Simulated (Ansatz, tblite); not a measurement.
# The cluster Mo3Se5: rung by rung

Aim: run the singlet of the cluster Mo3Se5 at one geometry on many levels, and compare frontier levels, spin and run time.

Method: as each input shows; program: Ansatz 0.2.0, Gaussian basis.

Levels to be run: GFN1-xTB, GFN2-xTB, PBE-D4/def2-TZVP, r2SCAN-D4/def2-TZVP, B3LYP-D4/def2-TZVP, PBE-D4/def2-SVP, PBE0-D4/def2-SVP, MP2/def2-SVP.

6 further runs of the same task are left out: 6 set aside as unsound or not needed.

## 1. The relaxed structure

The geometry is that of the singlet, from an earlier relaxation (PBE-D4/def2-SVP). At that level it is the lowest of the isomers that a small search found.

8 atoms, charge 0, spin multiplicity 1.

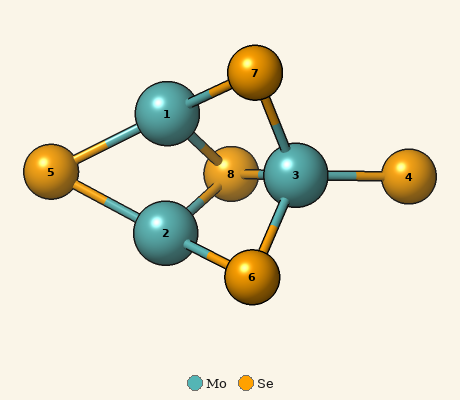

The structure; molybdenum teal, selenium orange; atoms are numbered from 1 in the order of the file.

Mo takes a core potential in the def2 sets. No spin-orbit coupling is included.

PBE0-D4/def2-TZVP was run before; its log isn't repeated, and its numbers join the tables.

## 2. GFN1-xTB

Tight binding, by tblite at 300 K electronic temperature and without a spin-polarisation term:

```python
tblite.interface.Calculator('GFN1-xTB', numbers, positions, charge=0, uhf=0).singlepoint()
```

Energy -631.5809 eV, HOMO -10.25 eV, LUMO -9.40 eV; 0.035 s.

## 3. GFN2-xTB

Tight binding, by tblite at 300 K electronic temperature and without a spin-polarisation term:

```python
tblite.interface.Calculator('GFN2-xTB', numbers, positions, charge=0, uhf=0).singlepoint()
```

Energy -610.3730 eV, HOMO -11.09 eV, LUMO -10.32 eV; 0.057 s.

## 4. PBE-D4/def2-TZVP

start.molden holds the orbitals of an earlier run on this state, given as this run's starting guess.

Input file in.yaml:

```yaml
crystal:
  periodic: [false, false, false]
  atoms:
    - {symbol: Mo, position_ang: [0.431105, 0.321243, 1.540654]}
    - {symbol: Mo, position_ang: [0.409428, 1.537205, -0.366487]}
    - {symbol: Mo, position_ang: [-0.592215, -0.981061, -0.618616]}
    - {symbol: Se, position_ang: [-0.388016, -2.896857, -1.839760]}
    - {symbol: Se, position_ang: [1.457046, 2.602404, 1.642014]}
    - {symbol: Se, position_ang: [-1.618934, 0.985455, -1.647530]}
    - {symbol: Se, position_ang: [-1.581847, -1.094159, 1.614254]}
    - {symbol: Se, position_ang: [1.883433, -0.474241, -0.324529]}
basis:
  gaussian: {orbitals: def2-TZVP, initial_orbitals: start.molden}
hamiltonian: {xc: pbe, dispersion: d4}
scf: {omitted_lower_state_checks: [starts]}
output: {forces: true, orbitals: {seedname: orbitals}}
```

Run with:

```sh
> ansatz run in.yaml --threads 6 --pin off --events-out ev --progress --plain --max-ram 7833MiB
```

The program printed (excerpt; [...] marks lines left out):

```text
Functional definition: PBE
  name "PBE"
  cite "Perdew, Burke & Ernzerhof, Phys. Rev. Lett. 77, 3865 (1996) doi:10.1103/PhysRevLett.77.3865"
  parent pbe
[...]
2859 factors; their error is unknown
[...]
mean field -332282.20009719 eV, -12211.1456246070 hartree, gradient 2.5e-5 eV, S^2 0.000000; 0 other end points of the search recorded, 0 dependent functions left out
[...]
reference -332282.20015283 eV, -12211.1456266519 hartree; 106, 106 occupied and 254, 254 virtual orbitals, 2859 factors
Total energy: -332283.05369319 eV, -12211.1769936816 hartree
Atom 0 at     0.431105     0.321243     1.540654 Å, force     0.049107     0.016924    -0.204756 eV/Å
Atom 1 at     0.409428     1.537205    -0.366487 Å, force     0.051066    -0.179091     0.101083 eV/Å
Atom 2 at    -0.592215    -0.981061    -0.618616 Å, force     0.018940     0.083156     0.051481 eV/Å
Atom 3 at    -0.388016    -2.896857    -1.839760 Å, force    -0.001376     0.074883     0.046333 eV/Å
Atom 4 at     1.457046     2.602404     1.642014 Å, force    -0.111015    -0.139383    -0.087603 eV/Å
Atom 5 at    -1.618934     0.985455    -1.647530 Å, force     0.119803    -0.055218     0.092819 eV/Å
Atom 6 at    -1.581847    -1.094159     1.614254 Å, force     0.117935     0.063643    -0.089416 eV/Å
Atom 7 at     1.883433    -0.474241    -0.324529 Å, force    -0.244460     0.135086     0.090059 eV/Å
Dipole moment:     0.255794     0.469981     0.296493 e Å
Checks for a lower state left out: starts
```

It took 20 s on 6 threads of Intel Xeon at 2.50GHz, shared host; peak memory 1.1 GiB.

From the report: HOMO -5.31 eV, LUMO -4.35 eV.

## 5. r2SCAN-D4/def2-TZVP

Changes to in.yaml since step 4:

```diff
@@ -13,4 +13,4 @@
   gaussian: {orbitals: def2-TZVP, initial_orbitals: start.molden}
-hamiltonian: {xc: pbe, dispersion: d4}
+hamiltonian: {xc: r2scan, dispersion: d4}
 scf: {omitted_lower_state_checks: [starts]}
-output: {forces: true, orbitals: {seedname: orbitals}}
+output: {orbitals: {seedname: orbitals}}
```

The command is unchanged.

The program printed:

```text
Functional definition: r2SCAN
  name "r2SCAN"
  cite "Furness, Kaplan, Ning, Perdew & Sun, J. Phys. Chem. Lett. 11, 8208 (2020) doi:10.1021/acs.jpclett.0c02405"
  cite "Furness, Kaplan, Ning, Perdew & Sun, J. Phys. Chem. Lett. 11, 9248 (2020) doi:10.1021/acs.jpclett.0c03077"
  parent r2scan
  parameter k0 = 0.174
  parameter k1 = 0.065
  parameter a1 = 4.9479
  exchange = r2scan_x(k0 = k0, k1 = k1, a1 = a1)
  correlation = r2scan_c
these checks for a lower state are left out or cut short: starts
2859 factors; their error is unknown
mean field evaluation 1: about -332329.5297 eV, gradient 1.4e1 eV
mean field evaluation 2: about -332329.7034 eV, gradient 2.7e-1 eV
mean field evaluation 4: about -332329.5524 eV, gradient 6.4e-3 eV
mean field -332329.55244839 eV, -12212.8857914170 hartree, gradient 1.4e-5 eV, S^2 0.000000; 0 other end points of the search recorded, 0 dependent functions left out
reference -332329.55246627 eV, -12212.8857920744 hartree; 106, 106 occupied and 254, 254 virtual orbitals, 2859 factors
Total energy: -332329.72932463 eV, -12212.8922914989 hartree
Checks for a lower state left out: starts
```

Run time: 35 s. Hardware: 6 threads of Intel Xeon at 2.50GHz, shared host; peak memory 1.2 GiB.

Report: HOMO -5.53 eV, LUMO -4.33 eV.

## 6. B3LYP-D4/def2-TZVP

Changes to in.yaml since step 5:

```diff
@@ -13,3 +13,3 @@
   gaussian: {orbitals: def2-TZVP, initial_orbitals: start.molden}
-hamiltonian: {xc: r2scan, dispersion: d4}
+hamiltonian: {xc: {name: B3LYP}, dispersion: d4}
 scf: {omitted_lower_state_checks: [starts]}
```

The command is unchanged.

The program printed (excerpt; [...] marks lines left out):

```text
Functional definition: B3LYP
  name "B3LYP"
  cite "Stephens, Devlin, Chabalowski & Frisch, J. Phys. Chem. 98, 11623 (1994) doi:10.1021/j100096a001"
  cite "Becke, Phys. Rev. A 38, 3098 (1988) doi:10.1103/PhysRevA.38.3098"
  cite "Lee, Yang & Parr, Phys. Rev. B 37, 785 (1988) doi:10.1103/PhysRevB.37.785"
  cite "Vosko, Wilk & Nusair, Can. J. Phys. 58, 1200 (1980) doi:10.1139/p80-159"
[...]
3158 factors; their error is unknown
[...]
mean field -332332.59842175 eV, -12212.9977288736 hartree, gradient 7.9e-6 eV, S^2 0.000000; 0 other end points of the search recorded, 0 dependent functions left out
reference -332332.59872456 eV, -12212.9977400016 hartree; 106, 106 occupied and 254, 254 virtual orbitals, 3158 factors
Total energy: -332334.02584823 eV, -12213.0501858291 hartree
Checks for a lower state left out: starts
```

It took 49 s on 6 threads of Intel Xeon at 2.50GHz, shared host; peak memory 3 GiB.

From the report: HOMO -6.05 eV, LUMO -3.80 eV.

## 7. PBE-D4/def2-SVP

Changes to in.yaml since step 6:

```diff
@@ -12,4 +12,4 @@
 basis:
-  gaussian: {orbitals: def2-TZVP, initial_orbitals: start.molden}
-hamiltonian: {xc: {name: B3LYP}, dispersion: d4}
+  gaussian: {orbitals: def2-SVP, initial_orbitals: start.molden}
+hamiltonian: {xc: pbe, dispersion: d4}
 scf: {omitted_lower_state_checks: [starts]}
```

Launched as before.

The program printed:

```text
Functional definition: PBE
  name "PBE"
  cite "Perdew, Burke & Ernzerhof, Phys. Rev. Lett. 77, 3865 (1996) doi:10.1103/PhysRevLett.77.3865"
  parent pbe
  parameter kappa = 0.804
  parameter beta = 0.06672455060314922
  exchange = pbe_x(kappa = kappa, mu = beta*pi^2/3)
  correlation = pbe_c(beta = beta)
these checks for a lower state are left out or cut short: starts
2639 factors; their error is unknown
mean field evaluation 1: about -332240.4373 eV, gradient 1.8e1 eV
mean field evaluation 2: about -332240.8294 eV, gradient 5.0e-1 eV
mean field evaluation 4: about -332240.3430 eV, gradient 2.3e-1 eV
mean field evaluation 8: about -332240.3431 eV, gradient 1.3e-5 eV
mean field -332240.34310294 eV, -12209.6074084401 hartree, gradient 1.3e-5 eV, S^2 0.000000; 0 other end points of the search recorded, 0 dependent functions left out
reference -332240.34316296 eV, -12209.6074106459 hartree; 106, 106 occupied and 147, 147 virtual orbitals, 2639 factors
Total energy: -332241.19670332 eV, -12209.6387776756 hartree
Checks for a lower state left out: starts
```

Run time: 9.5 s. Hardware: 6 threads of Intel Xeon at 2.50GHz, shared host; peak memory 0.7 GiB.

From the report: HOMO -5.31 eV, LUMO -4.35 eV.

## 8. PBE0-D4/def2-SVP

Changes to in.yaml since step 7:

```diff
@@ -13,3 +13,3 @@
   gaussian: {orbitals: def2-SVP, initial_orbitals: start.molden}
-hamiltonian: {xc: pbe, dispersion: d4}
+hamiltonian: {xc: pbe0, dispersion: d4}
 scf: {omitted_lower_state_checks: [starts]}
```

Launched as before.

The program printed:

```text
Functional definition: PBE0
  name "PBE0"
  cite "Adamo & Barone, J. Chem. Phys. 110, 6158 (1999) doi:10.1063/1.478522"
  cite "Perdew, Burke & Ernzerhof, Phys. Rev. Lett. 77, 3865 (1996) doi:10.1103/PhysRevLett.77.3865"
  parent pbe
  parameter a = 0.25
  parameter kappa = 0.804
  parameter beta = 0.06672455060314922
  exchange = (1 - a)*pbe_x(kappa = kappa, mu = beta*pi^2/3) + a*exact_x
  correlation = pbe_c(beta = beta)
these checks for a lower state are left out or cut short: starts
2516 factors; integrals over basis functions are off by at most 5.9e-4 eV
mean field evaluation 1: about -332245.1176 eV, gradient 1.2e1 eV
mean field evaluation 2: about -332245.2274 eV, gradient 1.4e-1 eV
mean field evaluation 4: about -332245.4246 eV, gradient 1.2e-3 eV
mean field -332245.42461280 eV, -12209.7941504830 hartree, gradient 2.0e-5 eV, S^2 0.000000; 0 other end points of the search recorded, 0 dependent functions left out
reference -332245.42465796 eV, -12209.7941521425 hartree; 106, 106 occupied and 147, 147 virtual orbitals, 2516 factors
Total energy: -332246.17804484 eV, -12209.8218385998 hartree
Checks for a lower state left out: starts
```

It took 23 s on 6 threads of Intel Xeon at 2.50GHz, shared host; peak memory 1.4 GiB.

From the report: HOMO -6.29 eV, LUMO -3.68 eV.

## 9. MP2/def2-SVP

Changes to in.yaml since step 8:

```diff
@@ -13,3 +13,3 @@
   gaussian: {orbitals: def2-SVP, initial_orbitals: start.molden}
-hamiltonian: {xc: pbe0, dispersion: d4}
+correlation: {method: mp2}
 scf: {omitted_lower_state_checks: [starts]}
```

The command is unchanged.

The program printed (excerpt; [...] marks lines left out):

```text
Functional definition: HF
  name "HF"
  cite "Fock, Z. Phys. 61, 126 (1930) doi:10.1007/BF01340294"
  parent pbe
[...]
2516 factors; integrals over basis functions are off by at most 5.9e-4 eV
[...]
mean field -331989.70393750 eV, -12200.3965889995 hartree, gradient 2.9e-6 eV, S^2 0.000000; 0 other end points of the search recorded, 0 dependent functions left out; unrestricted orbitals would lower it
[...]
unrestricted determinant -331991.89285083 eV, -12200.4770300809 hartree, S^2 3.9433
45 core orbitals not correlated: weight in the atoms' cores, before any rotation towards them, 1.000 or more for the frozen orbitals, at most 0.000 for the correlated occupied ones
reference -331989.70393750 eV, -12200.3965889995 hartree; 61, 61 occupied and 147, 147 virtual orbitals, 2516 factors
second order -72.66010631 eV of doubles, -0.00000000 eV of singles
Total energy: -332062.36404381 eV, -12203.0667986558 hartree
Checks for a lower state left out: starts
```

Wall time 2.5 min (6 threads of Intel Xeon at 2.50GHz, shared host); peak memory 2.4 GiB.

Hartree-Fock HOMO -8.43 eV, LUMO -0.82 eV. Doubts: restricted state is unstable towards broken spin symmetry.

## 10. Levels side by side

```csv
level,functions,HOMO (eV),LUMO (eV),gap (eV),time
PBE-D4/def2-SVP,253,-5.31,-4.35,0.96,9.5 s
PBE-D4/def2-TZVP,360,-5.31,-4.35,0.96,20 s
r2SCAN-D4/def2-TZVP,360,-5.53,-4.33,1.20,35 s
B3LYP-D4/def2-TZVP,360,-6.05,-3.80,2.25,49 s
PBE0-D4/def2-SVP,253,-6.29,-3.68,2.61,23 s
PBE0-D4/def2-TZVP,360,-6.26,-3.64,2.62,54 s
```

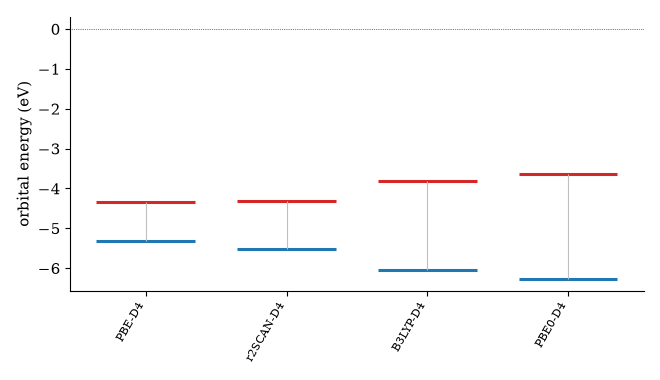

Highest filled (blue) and lowest empty (red) level in def2-TZVP.

Energy pieces by basis (eV):

```csv
basis,HF,MP2 correlation,total
def2-SVP,-331989.7039,-72.6601,-332062.3640 (MP2)
```

## 11. Binding energy

Free atoms were run apart at each level; binding is atoms less cluster, divided by the number of atoms, without zero-point or spin-orbit terms.

```csv
level,binding an atom (eV)
HF/def2-SVP,0.380
PBE-D4/def2-SVP,4.024
PBE-D4/def2-TZVP,4.015
r2SCAN-D4/def2-TZVP,3.594
B3LYP-D4/def2-TZVP,3.579
PBE0-D4/def2-SVP,3.470
PBE0-D4/def2-TZVP,3.481
MP2/def2-SVP,4.212
```

## 12. Summary of results

```
                                                 quantity                                value
gap in def2-TZVP, named functionals, smallest and largest  0.96 eV (PBE-D4), 2.62 eV (PBE0-D4)
                         correlation energy, MP2/def2-SVP                            -72.66 eV
                binding an atom, functionals in def2-TZVP   3.48 (PBE0-D4) to 4.01 eV (PBE-D4)
          PBE0 total energy, smallest basis above largest       41.90 eV (def2-SVP, def2-TZVP)
```

In words: Over the named functionals in def2-TZVP the gap runs from 0.96 eV (PBE-D4) to 2.62 eV (PBE0-D4); exact exchange widens it.

The slowest run with a step of its own, MP2/def2-SVP, took 2.5 min; the quickest functional in def2-TZVP took 20 s (shared host).
